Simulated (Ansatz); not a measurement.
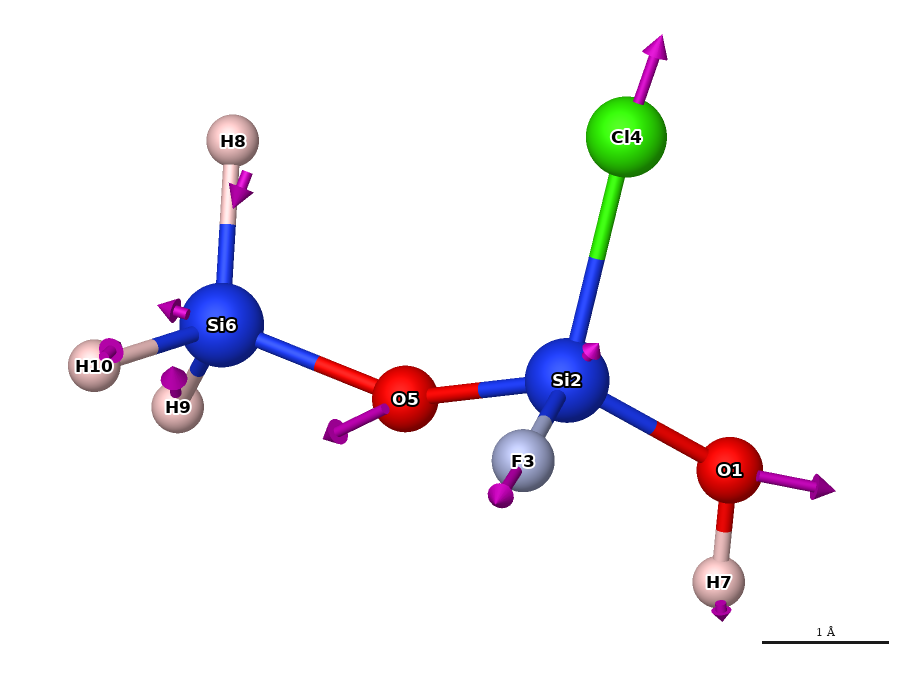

Arrows show the forces on the atoms, 10 Å of arrow for 1 eV/Å; forces under a tenth of the largest aren't drawn. Level of theory: r2SCAN-D4/def2-TZVPP (Ansatz 0.2.0).

### Which bond do the forces act along most?

Si2–O5, now 1.605 Å: the forces push its atoms apart, so a first step downhill lengthens it.

List the force components in the frame of the picture (x right, y up, z towards the viewer), in eV/Å.

```json
{"atom": "O1", "Fx": "0.06", "Fy": "−0.01", "Fz": "−0.02"}
{"atom": "Si2", "Fx": "0.01", "Fy": "0.01", "Fz": "0.01"}
{"atom": "F3", "Fx": "−0.02", "Fy": "−0.03", "Fz": "0.06"}
{"atom": "Cl4", "Fx": "0.02", "Fy": "0.05", "Fz": "0.01"}
{"atom": "O5", "Fx": "−0.05", "Fy": "−0.02", "Fz": "−0.05"}
{"atom": "Si6", "Fx": "−0.02", "Fy": "0.01", "Fz": "−0.01"}
{"atom": "H7", "Fx": "0.00", "Fy": "−0.02", "Fz": "−0.01"}
{"atom": "H8", "Fx": "−0.01", "Fy": "−0.03", "Fz": "0.00"}
{"atom": "H9", "Fx": "0.00", "Fy": "0.02", "Fz": "0.03"}
{"atom": "H10", "Fx": "0.01", "Fy": "0.01", "Fz": "−0.03"}
```
